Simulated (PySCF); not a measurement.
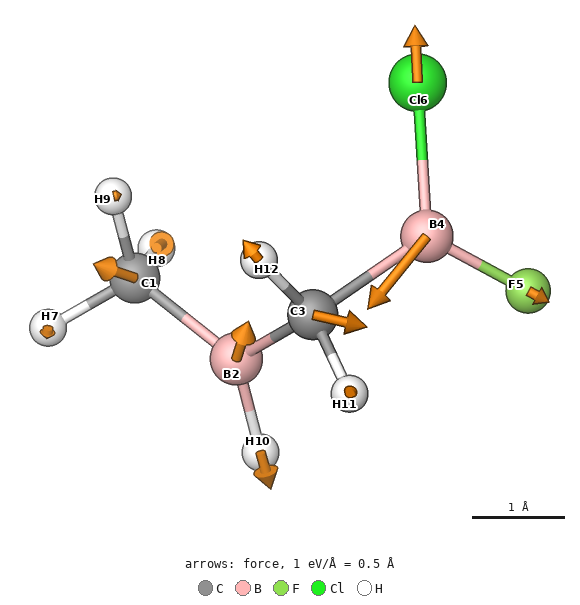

Starting geometry of C$_{2}$H$_{6}$B$_{2}$ClF with the computed forces as orange arrows. Style: ball-and-stick. Shown at a tilt.

The start comes from GFN2-xTB. Its atoms were then displaced at random by about 0.01 Å.

All numbers below come from PySCF, PBE0-D3(BJ)/def2-SVP geometry optimisation, gas phase. 

### Is this structure relaxed? If not, where do the atoms go?

It isn't relaxed: the largest force vector, on B4, is 2.10 eV/Å. The final displacements have little in common with the starting forces (cosine between the two patterns 0.22). The energy falls by 0.152 eV in 10 geometry steps. The atom that moves furthest after the best rigid fit is Cl6 (0.20 Å). By element the largest moves are Cl 0.20 Å, H 0.15 Å, B 0.10 Å, C 0.09 Å, F 0.07 Å. Near-neighbour distances that change, for instance: C3–B4 1.607 → 1.555 Å, B4–Cl6 1.711 → 1.763 Å, B2–H10 1.175 → 1.214 Å, C1–H8 1.077 → 1.106 Å. Bond angles that change, for instance: H7–C1–H9 105.0° → 109.6°, H11–C3–H12 108.1° → 112.3°, B2–C3–B4 109.0° → 105.2°.
